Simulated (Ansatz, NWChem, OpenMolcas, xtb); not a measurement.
# Group exchange: CH3NO + C3H5Cl → NClO + C4H8

Gas-phase species: CH3NO `CN=O`, singlet; C3H5Cl (2-chloropropene) `C=C(C)Cl`, singlet; NClO `O=NCl`, singlet; C4H8 (isobutene) `C=C(C)C`, singlet. The partners trade CH3 for Cl: N–CH3 and C–Cl bonds give way to N–Cl and C–CH3.

Shapes, held fixed at every level: PBE0-D4/def2-TZVP. Programs: Ansatz 0.2.0, NWChem 7.3.0, OpenMolcas 26.06, xtb 6.7.1. A level may come from different programs for different species; with the same settings they agree closely. Electronic energies: no zero-point or thermal term.

```
                             level            kind  ΔE (kJ/mol)
                          GFN0-xTB  semi-empirical        -33.6
                         HF/STO-3G    Hartree–Fock        +21.1
                          HF/3-21G    Hartree–Fock         +8.1
                       HF/def2-SVP    Hartree–Fock        +38.3
B3LYP/6-31G* (Cartesian functions)   global hybrid        -28.3
                     PBE0/def2-SVP   global hybrid        -18.2
```

PBE0/def2-SVP gives ΔE = -18.2 kJ/mol; the levels span -33.6 to +38.3. They disagree on the sign: 3 of 6 are positive. The median of the levels is -5.0. No measured value is set beside it here. PBE0/def2-SVP lies outside the range of the other correlated levels here, so it shouldn't be taken on trust. Rows in sets without polarisation functions are far from converged.

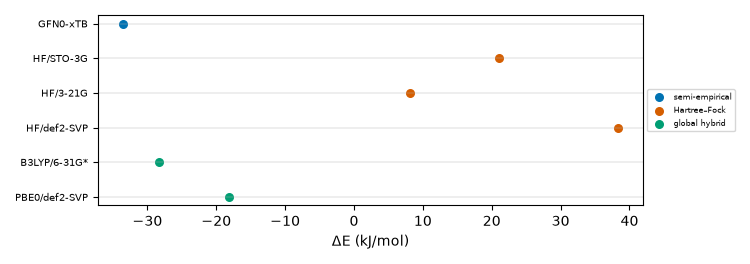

The values of the table, level by level.
